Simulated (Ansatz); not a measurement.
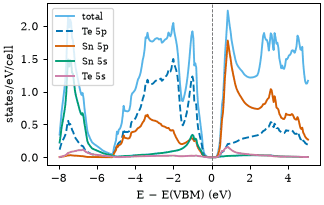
Fig. 1. Total and projected density of states of SnTe (rock salt, Fm-3m), PBE (plane waves, PAW; program Ansatz)

Task: Which orbitals carry the states next to the gap?

Result: Top 1 eV of the valence band: Te 5p 59 %, Sn 5s 20 %, Sn 5p 17 %. Bottom 1 eV of the conduction band: Sn 5p 78 %, Te 5p 10 %, Te 5s 8 %. Projections are on Löwdin-orthogonalised atomic valence shells; empty p or d shells of many metals are not among them.

Task: Where is the tallest occupied peak in this window, and what makes it?

Result: Near -7.5 eV, about 2.1 states/eV per cell; the largest projected share is Sn 5s.

The cell was relaxed with PBE under the symmetry of its start. Spin–orbit coupling is left out wherever it is not named.

Potentials: the later of the program's two PAW sets.
